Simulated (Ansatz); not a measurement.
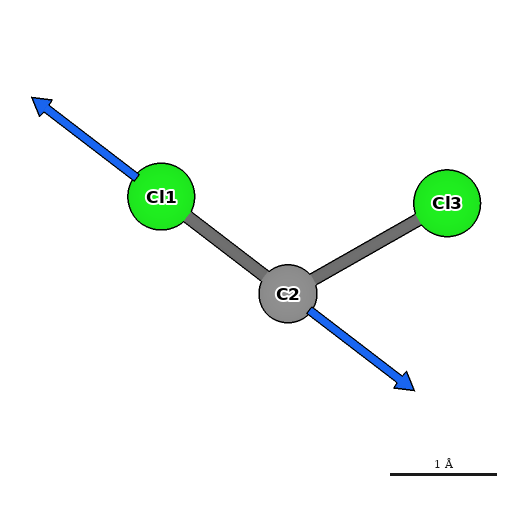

Arrows show the forces on the atoms, 0.2 Å of arrow for 1 eV/Å; forces under a tenth of the largest aren't drawn. Level of theory: PBE0-D4/def2-TZVP (Ansatz 0.2.0).

**Which bond do the forces act along most?**

Cl1–C2, now 1.519 Å: the forces push its atoms apart, so a first step downhill lengthens it.

List the force components in the frame of the picture (x right, y up, z towards the viewer), in eV/Å.

| atom | Fx | Fy | Fz |
| --- | --- | --- | --- |
| Cl1 | −5.03 | 3.86 | −0.57 |
| C2 | 5.03 | −3.86 | 0.57 |
| Cl3 | 0.00 | 0.00 | 0.00 |
